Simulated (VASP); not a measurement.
Band structure of Nd (relaxed from the fcc structure, space group Fm-3m). Computed with r2SCAN meta-GGA, VASP's PBE PAW potentials (set 64) (plane waves; VASP).

The 4f electrons are frozen in the core of the lanthanide potential, so 4f levels, which can set the real gap, and their magnetism are missing.

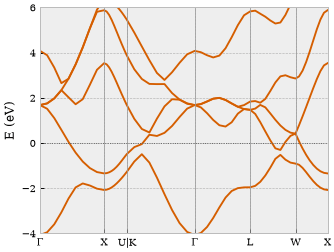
*Bands along high-symmetry lines, zero at the valence-band maximum or, without a gap, the Fermi level*

Task: Read the plot: is there a gap, and where are the band edges?

Result: It has no gap at this level: it comes out as a metal or semimetal.

The structure was generated: Nd was put into the fcc type (Fm-3m), which need not be its known phase. It was relaxed first.
